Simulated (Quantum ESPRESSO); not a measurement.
Convergence study of the dielectric constant against the mesh for LiH (Fm-3m, 2 atoms in the cell)

```yaml
crystal:
  lattice:
    - [-2.05020, 0.00000, 2.05020]
    - [0.00000, 2.05020, 2.05020]
    - [-2.05020, 2.05020, 0.00000]
  atoms:
    - { symbol: Li, position: [0.00000, 0.00000, 0.00000] }
    - { symbol: H, position: [0.50000, 0.50000, 0.50000] }
```

Method of the run: PBE, SSSP 1.1.2 efficiency (PBE) pseudopotentials (plane waves; Quantum ESPRESSO).

Base settings: ecutwfc = 55 Ry; ecutrho = 440 Ry; occupations = smearing; smearing = fermi-dirac; degauss = 0.0036749 Ry; potentials = {Li: li_pbe_v1.4.uspp.F.UPF, H: H.pbe-rrkjus_psl.1.0.0.UPF}; K_POINTS = automatic 10 10 10 0 0 0; conv_thr = 1e-09 Ry.

In this ladder: occupations = fixed; smearing = default; degauss = default; nbnd = 10; ph.x.tr2_ph = 1e-14; ph.x.trans = false; ph.x.epsil = true; ph.x.zeu = true.

Only quantities that move along the ladder and can be compared are tabulated.

The starting cell has typed, rounded lattice constants, without a prior relaxation at this level. Its lattice was rescaled by up to half a per cent.

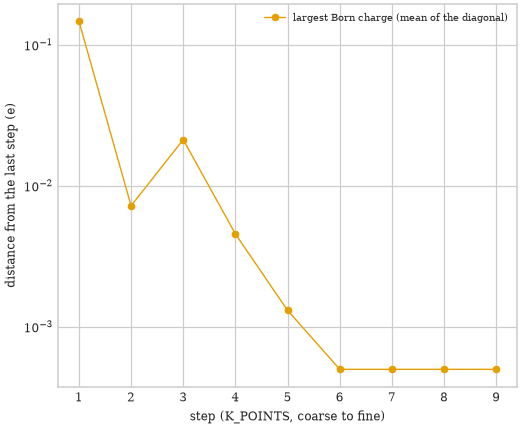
Figure: Distance from the last step along the ladder; very small values are drawn at a floor.

```tsv
K_POINTS	largest Born charge (mean of the diagonal) (e)	mean ε∞
automatic 4 4 4 0 0 0	1.176	5.447
automatic 5 5 5 0 0 0	1.036	4.371
automatic 6 6 6 0 0 0	1.050	4.493
automatic 7 7 7 0 0 0	1.033	4.332
automatic 9 9 9 0 0 0	1.030	4.289
automatic 11 11 11 0 0 0	1.029	4.275
automatic 13 13 13 0 0 0	1.029	4.270
automatic 16 16 16 0 0 0	1.029	4.269
automatic 20 20 20 0 0 0	1.029	4.269
automatic 25 25 25 0 0 0	1.029	4.269
```

Coarsest K_POINTS that holds the mean ε∞ within 0.5 of the last step, with all finer ones: automatic 5 5 5 0 0 0; the step before is off by 1.2.

Coarsest K_POINTS that holds the largest Born charge (mean of the diagonal) within 0.01 e of the last step, with all finer ones: automatic 7 7 7 0 0 0; the step before is off by 0.021 e.
